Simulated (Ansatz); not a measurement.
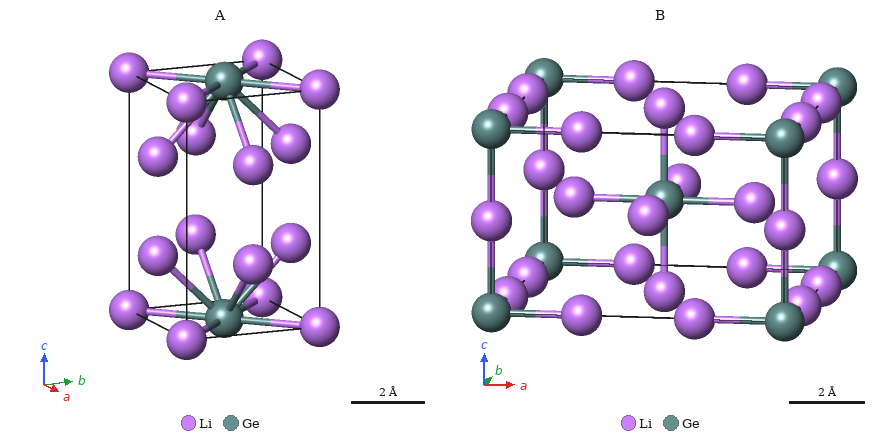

Two structures of Li₅Ge, each relaxed to rest (conventional cells in solid outline, small ones repeated, not to one scale). Method: DFT PBE, scalar-relativistic, plane waves, PAW in Ansatz 0.2.0, without spin polarisation.

What are the two structures?

Answer. A: 6 atoms a cell on a primitive tetragonal lattice, P4/mmm. B: 12 atoms a cell on a body-centred tetragonal lattice, I4/mmm.

What is the energy order of the two?

Answer. A is lower, by 238 meV/atom at this level of theory (energies at zero smearing). Volumes: A 17.6, B 26.3 Å³/atom.

One or both may be structure types tried for this composition rather than known phases.
